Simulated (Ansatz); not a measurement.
**C₂H₃BSn: density, localisation and related maps**

Input file:

```
basis:
  gaussian: {orbitals: def2-TZVPD}
crystal:
  periodic: [false, false, false]
  atoms:
    - {symbol: C, position_ang: [-1.384097, -0.422118, -0.963421]}
    - {symbol: C, position_ang: [-0.343318, 0.348697, 1.441508]}
    - {symbol: B, position_ang: [-1.281546, -0.143412, 0.411905]}
    - {symbol: Sn, position_ang: [0.660651, 0.273587, -0.835754]}
    - {symbol: H, position_ang: [-2.021490, -0.775020, -1.767114]}
    - {symbol: H, position_ang: [0.153466, -0.340657, 2.134288]}
    - {symbol: H, position_ang: [-0.410127, 1.372002, 1.829228]}
hamiltonian: {xc: pbe0}
output: {forces: true, orbitals: {seedname: orbitals}}
```

Run with:

```sh
ansatz run input.yaml --threads 2 --pin off --max-ram 4350MiB --events-out events.jsonl --progress --plain --runs-dir runs
```

Geometry: B3LYP-D3(BJ)/def2-SVP; core potentials replace the inner electrons of Sn.

The calculation used isolated molecule in a Gaussian basis; Kohn-Sham density functional theory, functional PBE0 (Ansatz).

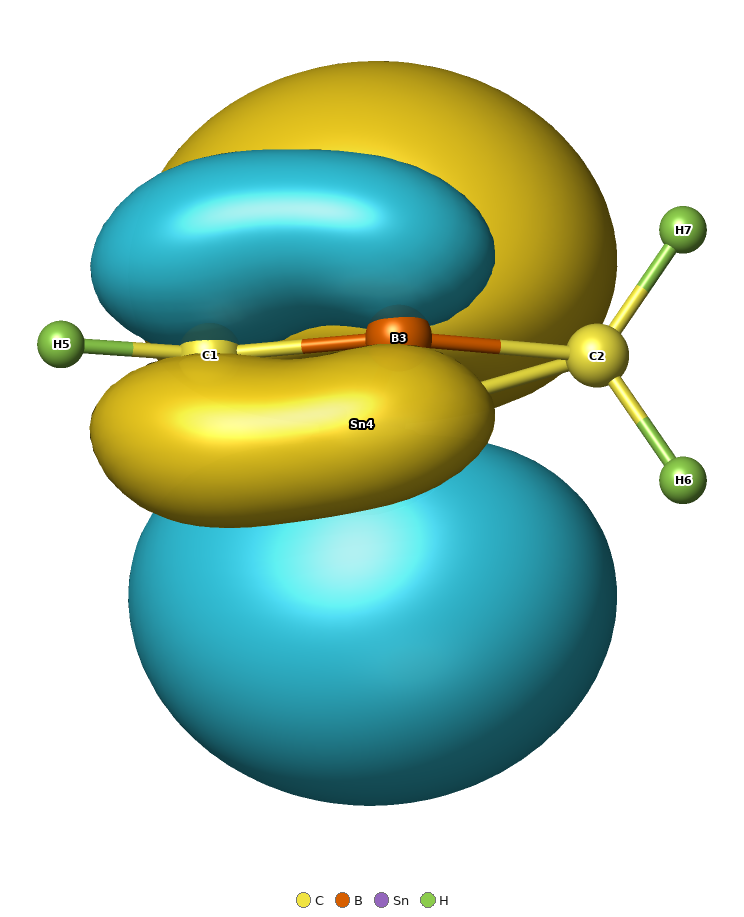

Figure 1. The LUMO at ±0.08 Å⁻³ᐟ² (yellow and cyan are the two phases), seen from one side.

**Where does this orbital lie, and at what energy?**

Its weight (Hirshfeld) is mainly on Sn4 (about 80 %), C1 (about 10 %) and B3 (about 10 %). Its energy is −2.12 eV.

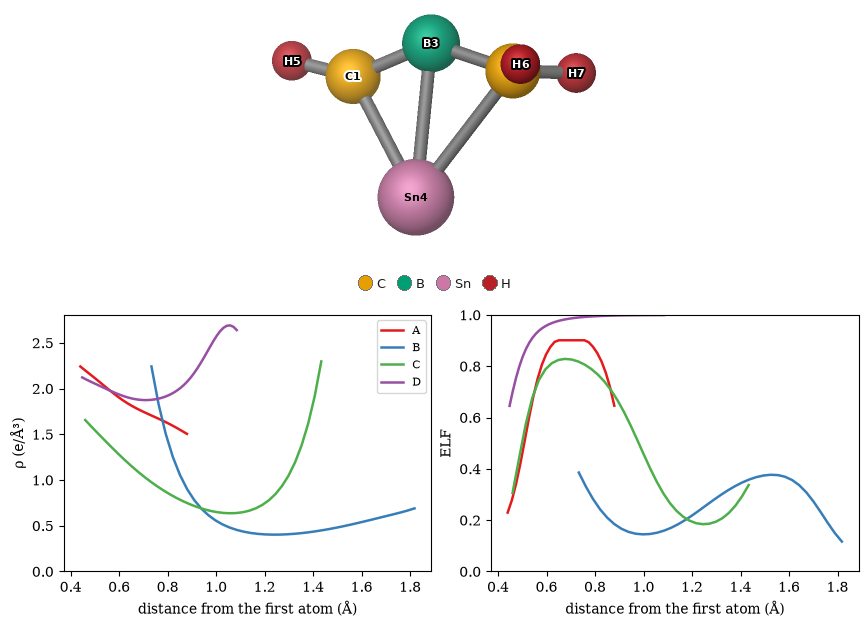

Figure 2. Electron density and ELF along straight lines between neighbouring atoms. The curves leave out the atomic cores. The structure is drawn too.

**Which curve belongs to which contact (C–B, C–H, C–Sn and Sn–B)? The first atom named is at distance zero.**

Curve A: C–B (1.41 Å): ρ is about 1.7 e/Å³ halfway; the ELF peaks at about 0.90 between the atoms (a covalent bond). Curve B: Sn–B (2.35 Å): ρ at the midpoint is about 0.41 e/Å³; the ELF is about 0.20 at the midpoint. Curve C: C–Sn (2.16 Å): the density is about 0.64 e/Å³ at the midpoint; the ELF peaks at about 0.85 in the valence shell of C, 0.7 Å from its nucleus, and drops to about 0.20 between the two atoms. Curve D: C–H (1.08 Å): the density is about 2 e/Å³ at the midpoint; the ELF climbs to about 1 towards the hydrogen, as it does in any bond to H: an ordinary covalent bond to hydrogen.
